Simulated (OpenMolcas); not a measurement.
# Single-point calculation of NiF6 (charge −4) (part 3 of 3)

NiF6, charge −4, multiplicity 3; HF/ANO-RCC-MB, ROHF, DKH2 (OpenMolcas 26.06). The geometry comes from this level: GFN2-xTB.

Geometry of the input (Å):
```
Ni 0.0008  -0.0008  0.0000
F  -0.0246  -0.0134  2.1220
F  0.0200  0.0086  -2.1244
F  2.1204  0.0103  0.0249
F  -2.1220  -0.0054  -0.0202
F  -0.0032  2.1235  0.0115
F  0.0086  -2.1227  -0.0139
```

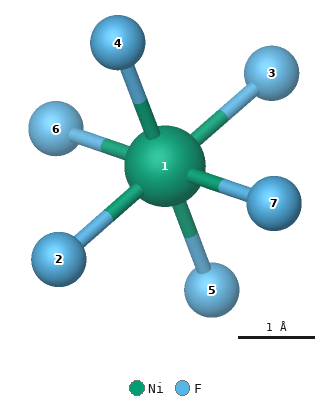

*The input geometry (ball-and-stick view, seen at a tilt; atoms are numbered from 1 in the order of the input). Sticks mark near contacts.*

Log, continued:
```
      Charge (e):
                      =   -4.0000
      Dipole Moment (debye):
      Origin of the operator (angstrom)=    0.0002   -0.0002    0.0000
                   X=  1.5155E-02               Y= -1.4776E-02               Z=  4.6978E-03           Total=  2.1681E-02
      Center of Charge (angstrom)
                     X=   -0.00077763               Y=    0.00075723               Z=   -0.00024430
      Quadrupole Moment (debye*angstrom):
      Origin of the operator (angstrom)=    0.0002   -0.0002    0.0000
                  XX= -8.0740E+01              XY= -3.3545E-02              XZ= -2.8168E-03              YY= -8.0812E+01
                  YZ= -2.9276E-02              ZZ= -8.0824E+01
      In traceless form (debye*angstrom)
                  XX=  7.8681E-02              XY= -5.0318E-02              XZ= -4.2252E-03              YY= -3.0517E-02
                  YZ= -4.3914E-02              ZZ= -4.8164E-02
--

      Mulliken spin population analysis for root number:  1
      ---------------------------------------------------

++    Molecular charges:
      ------------------

      Mulliken spin population per centre
      ---------------------------

                NI1     F2      F3      F4      F5      F6      F7
      Total    1.8716  0.0214  0.0213  0.0215  0.0214  0.0213  0.0214

      Total electronic spin=    2.000000
--

      LoProp population analysis for root number:  1
      -----------------------------------------------

++    LoProp analysis:
      ----------------

++    Static properties:
      ------------------

      LoProp Charges per center

                   NI1      F2       F3       F4       F5       F6       F7
      Nuclear     28.0000   9.0000   9.0000   9.0000   9.0000   9.0000   9.0000
      Electronic -26.7130  -9.8812  -9.8814  -9.8808  -9.8812  -9.8814  -9.8811

      Total        1.2870  -0.8812  -0.8814  -0.8808  -0.8812  -0.8814  -0.8811
--

      Natural Bond Order analysis for root number:  1

++    Natural Bond Order analysis
      ---------------------------
      Based on LoProp computed density
      -------------------------------------------------------------------------------------
      Atom A       Atom B       Bond Order
      -------------------------------------------------------------------------------------
      NBO located      0.996 non-bonded electrons on atom NI1
      NBO located      0.993 non-bonded electrons on atom NI1
      NBO located      0.993 non-bonded electrons on atom NI1
      NBO located      0.993 non-bonded electrons on atom NI1
      NBO located      1.000 non-bonded electrons on atom NI1
      NBO located      1.000 non-bonded electrons on atom NI1
      NBO located      1.000 non-bonded electrons on atom NI1
      NBO located      1.000 non-bonded electrons on atom NI1
      NBO located      1.000 non-bonded electrons on atom NI1
      NBO located      1.000 non-bonded electrons on atom NI1
      NBO located      1.000 non-bonded electrons on atom NI1
      NBO located      1.000 non-bonded electrons on atom NI1
      NBO located      0.910 non-bonded electrons on atom F2
      NBO located      1.000 non-bonded electrons on atom F2
      NBO located      0.995 non-bonded electrons on atom F2
      NBO located      0.995 non-bonded electrons on atom F2
      NBO located      0.910 non-bonded electrons on atom F3
      NBO located      1.000 non-bonded electrons on atom F3
      NBO located      0.995 non-bonded electrons on atom F3
      NBO located      0.995 non-bonded electrons on atom F3
      NBO located      0.910 non-bonded electrons on atom F4
      NBO located      1.000 non-bonded electrons on atom F4
      NBO located      0.995 non-bonded electrons on atom F4
      NBO located      0.994 non-bonded electrons on atom F4
      NBO located      0.910 non-bonded electrons on atom F5
      NBO located      1.000 non-bonded electrons on atom F5
      NBO located      0.995 non-bonded electrons on atom F5
      NBO located      0.995 non-bonded electrons on atom F5
      NBO located      0.910 non-bonded electrons on atom F6
      NBO located      1.000 non-bonded electrons on atom F6
      NBO located      0.995 non-bonded electrons on atom F6
      NBO located      0.995 non-bonded electrons on atom F6
      NBO located      0.910 non-bonded electrons on atom F7
      NBO located      1.000 non-bonded electrons on atom F7
      NBO located      0.995 non-bonded electrons on atom F7
      NBO located      0.995 non-bonded electrons on atom F7
      The remaining    8.084 electrons are to be considered as diffuse
--

--

      Canonical orbitals are written to the RASORB file
      Natural orbitals for root   1 are written to the RASORB.1 file
      Spin density orbitals for root   1 are written to the SPDORB.1 file

--- Stop Module: rasscf /rc=_RC_ALL_IS_WELL_ ---

.##################.
.# Happy landing! #.
.##################.

    Timing: Wall=8.64 User=7.90 System=0.73
```

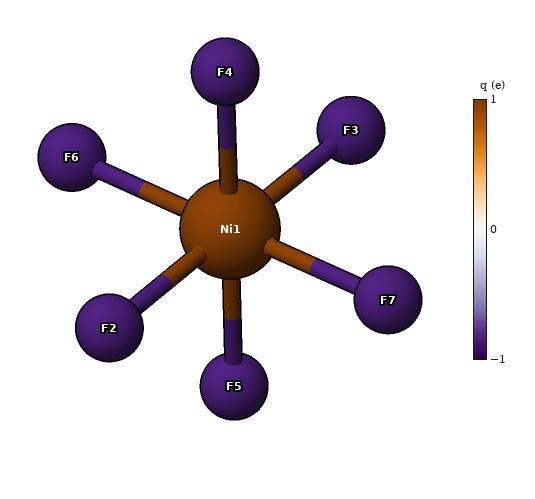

*Mulliken charges, as the colour of each atom (ball-and-stick view, seen at a tilt; atoms are numbered from 1 in the order of the input).*

By element: Ni +0.95 and F −0.83 to −0.82 e.
